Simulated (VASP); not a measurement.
Band structure of SnO2 (rutile). Computed with PBE GGA with D3 dispersion (Becke-Johnson damping), VASP's PBE PAW potentials (set 64) (plane waves; VASP 6.6.1).

Unless said otherwise, spin-orbit coupling is left out, though it shifts the bands of the heavy elements here.

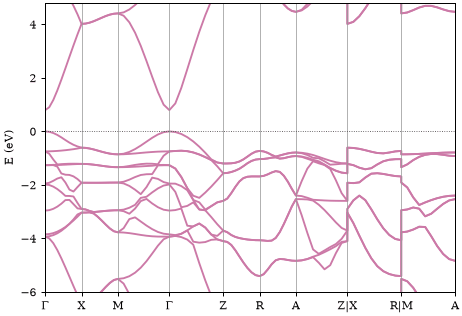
Bands along high-symmetry lines, zero at the valence-band maximum or, without a gap, the Fermi level

Task: Read the plot: is there a gap, and where are the band edges?

Result: The gap is direct, 0.79 eV, from the valence maximum at Γ to the conduction minimum at Γ. (Edges off the drawn lines would not show.)

The compound is SnO2 in the rutile structure. It was relaxed first.
